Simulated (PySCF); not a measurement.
# One shape, several levels: SnH4S (SMILES [SH][SnH3])

Wanted: a comparison of 6 runs (HF/STO-3G, HF/3-21G, BLYP/STO-3G, PBE0/STO-3G, PBE0/def2-SVP, CCSD(T)/STO-3G) of SnH4S. Input form: a Python script.

Program for the calculation: PySCF 2.14.0.

## (1) Starting point

The species is SnH4S (6 atoms), meant as a singlet with charge 0. As SMILES, `[SH][SnH3]`. Geometry: relaxed at PBE0-D4/def2-TZVP.

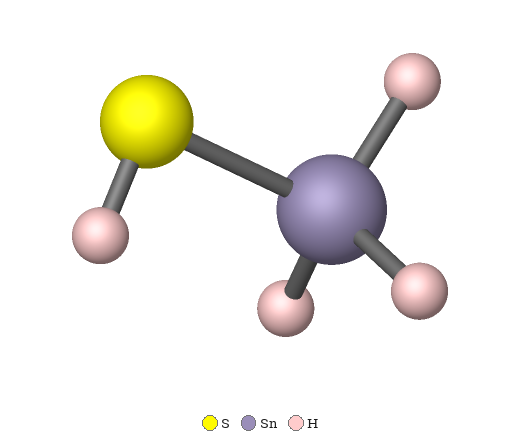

Viewed from a chosen angle; sulfur yellow, tin purple, hydrogen pink.

## (2) Energy and forces at HF/STO-3G (run 1)

job.py

```python
# [SH][SnH3]
from pyscf import gto, scf

mol = gto.Mole()
mol.atom = '''
S      1.954544    -1.710769     2.384267
Sn    -0.589595     0.862093    -0.367363
H      2.147863    -3.613345     0.715261
H     -3.308155    -0.708836    -1.095096
H      1.064483     1.524442    -3.053230
H     -1.189394     3.525473     1.328666
'''
mol.basis = 'sto-3g'
mol.max_memory = 1860
mol.unit = 'bohr'
mol.verbose = 4
mol.build()

hf = scf.RHF(mol)
hf.conv_tol = 1e-10
hf.kernel()
if not hf.converged:
    hf = hf.newton().run(hf.mo_coeff, hf.mo_occ)

energy = hf.e_tot
print('Final energy', energy)
grad = hf.nuc_grad_method().kernel()
hf.analyze()
```

Command:

```sh
OMP_NUM_THREADS=1 python job.py
```

The program printed:

```text
PySCF version 2.14.0

[... 71 lines left out ...]
Total Energy =                       -6358.823816256471218
[... 10 lines left out ...]
MO #4   energy= -145.358131258771  occ= 2
[... 8 lines left out ...]
MO #13  energy= -18.1886881334144  occ= 2
[... 8 lines left out ...]
MO #22  energy= -3.56413411655423  occ= 2
[... 8 lines left out ...]
MO #31  energy= -0.43885496320417  occ= 2
[... 8 lines left out ...]
MO #40  energy= 0.52588370749789   occ= 0
[... 49 lines left out ...]
Dipole moment(X, Y, Z, Debye): -0.67294,  0.22853, -1.22572
```

It took 3.3 s on 1 thread of Intel Xeon at 2.70GHz, shared host; peak memory 0.12 GiB.

## (3) Energy and forces at HF/3-21G (run 2)

job.py

```python
import pyscf.grad
from pyscf import gto, scf

mol = gto.Mole()
mol.atom = [
    ('S', (1.034300, -0.905300, 1.261700)),
    ('Sn', (-0.312000, 0.456200, -0.194400)),
    ('H', (1.136600, -1.912100, 0.378500)),
    ('H', (-1.750600, -0.375100, -0.579500)),
    ('H', (0.563300, 0.806700, -1.615700)),
    ('H', (-0.629400, 1.865600, 0.703100)),
]
mol.max_memory = 1860
mol.charge = 0
mol.basis = '3-21g'
mol.verbose = 4
mol.spin = 0
mol.build()

mf = scf.RHF(mol)
mf.conv_tol = 1e-10
mf.kernel()
if not mf.converged:
    mf = mf.newton().run(mf.mo_coeff, mf.mo_occ)

energy = mf.e_tot
print('E(%s) = %.9f' % ('HF', energy))
grad = mf.Gradients().kernel()
mf.analyze()
```

Command:

```sh
OMP_NUM_THREADS=1 python job.py
```

The program printed:

```text
PySCF version 2.14.0

[... 75 lines left out ...]
One-electron Energy =                -9314.533888889907757
[... 12 lines left out ...]
MO #8   energy= -26.934118910726   occ= 2
[... 10 lines left out ...]
MO #19  energy= -6.57359190329448  occ= 2
[... 10 lines left out ...]
MO #30  energy= -0.670644896183364 occ= 2
[... 10 lines left out ...]
MO #41  energy= 0.309255690649913  occ= 0
[... 10 lines left out ...]
MO #52  energy= 1.36642377079363   occ= 0
[... 61 lines left out ...]
Dipole moment(X, Y, Z, Debye): -1.38366,  0.57842, -2.39914
```

Wall time 2.7 s (1 thread of Intel Xeon at 2.70GHz, shared host); peak memory 0.13 GiB.

## (4) Energy and gradient at BLYP/STO-3G (run 3)

mol.xyz

```xyz
6
H4SSn
S      1.034300    -0.905300     1.261700
Sn    -0.312000     0.456200    -0.194400
H      1.136600    -1.912100     0.378500
H     -1.750600    -0.375100    -0.579500
H      0.563300     0.806700    -1.615700
H     -0.629400     1.865600     0.703100
```

input.py

```python
# [SH][SnH3]
import pyscf.grad
from pyscf import gto, dft

mol = gto.M(
    atom='mol.xyz',
    max_memory=1860,
    verbose=4,
    basis='sto-3g',
)

mf = dft.RKS(mol)
mf.xc = 'blyp'
mf.conv_tol = 1e-10
mf.grids.level = 5
mf.kernel()
if not mf.converged:
    mf = mf.newton().run(mf.mo_coeff, mf.mo_occ)

energy = mf.e_tot
print('E = %.10f Eh' % energy)
grad = mf.Gradients().kernel()
mf.analyze()
```

Command:

```sh
OMP_NUM_THREADS=1 python input.py
```

The program printed:

```text
PySCF version 2.14.0

[... 88 lines left out ...]
Total Energy =                       -6361.326972352317171
[... 10 lines left out ...]
MO #4   energy= -140.930792651321  occ= 2
[... 8 lines left out ...]
MO #13  energy= -16.666560091693   occ= 2
[... 8 lines left out ...]
MO #22  energy= -2.77572419234918  occ= 2
[... 8 lines left out ...]
MO #31  energy= -0.261439089635996 occ= 2
[... 8 lines left out ...]
MO #40  energy= 0.272369003705211  occ= 0
[... 49 lines left out ...]
Dipole moment(X, Y, Z, Debye): -0.40657,  0.00039, -0.89041
```

Run time: 9.6 s. Hardware: 1 thread of Intel Xeon at 2.70GHz, shared host; peak memory 0.44 GiB.

Runs 4 to 5 aren't shown in full; the table further down has their settings and results.

## (5) A single-point energy at CCSD(T)/STO-3G (run 6)

run.py

```python
# [SH][SnH3]
from pyscf import gto, scf, cc

mol = gto.M(
    atom='''
S      1.954544    -1.710769     2.384267
Sn    -0.589595     0.862093    -0.367363
H      2.147863    -3.613345     0.715261
H     -3.308155    -0.708836    -1.095096
H      1.064483     1.524442    -3.053230
H     -1.189394     3.525473     1.328666
''',
    unit='bohr',
    spin=0,
    max_memory=1860,
    verbose=4,
    charge=0,
    basis='sto-3g',
)

mf = scf.RHF(mol)
mf.conv_tol = 1e-10
mf.kernel()
if not mf.converged:
    mf = mf.newton().run(mf.mo_coeff, mf.mo_occ)

mycc = cc.CCSD(mf, frozen=23)
mycc.kernel()
e_t = mycc.ccsd_t()
energy = mycc.e_tot + e_t
print(f'total energy: {energy:.8f} hartree')
mf.analyze()
```

Command:

```sh
OMP_NUM_THREADS=1 python run.py
```

The program printed:

```text
PySCF version 2.14.0

[... 85 lines left out ...]
Total Energy =                       -6358.823816256471218
[... 10 lines left out ...]
MO #4   energy= -145.358131258771  occ= 2
[... 8 lines left out ...]
MO #13  energy= -18.1886881334144  occ= 2
[... 8 lines left out ...]
MO #22  energy= -3.56413411655423  occ= 2
[... 8 lines left out ...]
MO #31  energy= -0.43885496320417  occ= 2
[... 8 lines left out ...]
MO #40  energy= 0.52588370749789   occ= 0
[... 49 lines left out ...]
Dipole moment(X, Y, Z, Debye): -0.67294,  0.22853, -1.22572
```

Run time: 1.2 s. Hardware: 1 thread of Intel Xeon at 2.70GHz, shared host; peak memory 0.12 GiB.

## (6) Overview of the runs

```
run                           level  integration grid  core potential   energy (Eh)  dipole moment (D) of the reference  HOMO energy (eV)  LUMO energy (eV)  wall time
  1                       HF/STO-3G                 –               –  -6358.823816                                1.42             -6.84              9.54      3.3 s
  2                        HF/3-21G                 –               –  -6394.149410                                2.83            -10.23              2.31      2.7 s
  3                     BLYP/STO-3G                 5               –  -6361.326972                                0.98             -1.80              4.13      9.6 s
  4                     PBE0/STO-3G                 5               –  -6361.112270                                1.21             -3.40              5.10      9.3 s
  5  PBE0/def2-SVP (core potential)                 5        def2-svp   -614.621313                                1.63             -7.11             -0.29       17 s
  6                  CCSD(T)/STO-3G                 –               –  -6358.912550                                1.42             -6.84              9.54      1.2 s
```

## (7) Outcome

```
                                           quantity           value
                                run 6: total energy  -6358.91255 Eh
        run 6: dipole moment (Hartree–Fock density)          1.42 D
         run 6: HOMO energy (Hartree–Fock orbitals)        -6.84 eV
         run 6: LUMO energy (Hartree–Fock orbitals)         9.54 eV
       run 6: HOMO–LUMO gap (Hartree–Fock orbitals)        16.39 eV
run 6: correlation energy (23 core orbitals frozen)       -88.7 mEh
                              run 6: (T) correction       -0.67 mEh
                               run 6: T1 diagnostic           0.005
```

Over runs 1, 2, 3, 4, 5 the dipole moment (its size) runs from 0.98 D (BLYP/STO-3G) to 2.83 D (HF/3-21G). The two ends differ in method and basis. Over runs 1, 2, 3, 4, 5 the HOMO–LUMO gap runs from 5.93 eV (BLYP/STO-3G) to 16.39 eV (HF/STO-3G). Exact exchange widens orbital gaps. Totals of different functionals can't be ranked against each other. Some runs of one species differ in core potentials or relativity; totals across that change don't compare. In runs 1, 3, 4, 6 the basis is minimal, so the values are rough. In runs 1, 2, 3, 4, 6 relativity is left out where basis or elements ask for it. All runs together took 43 s, the longest 17 s.
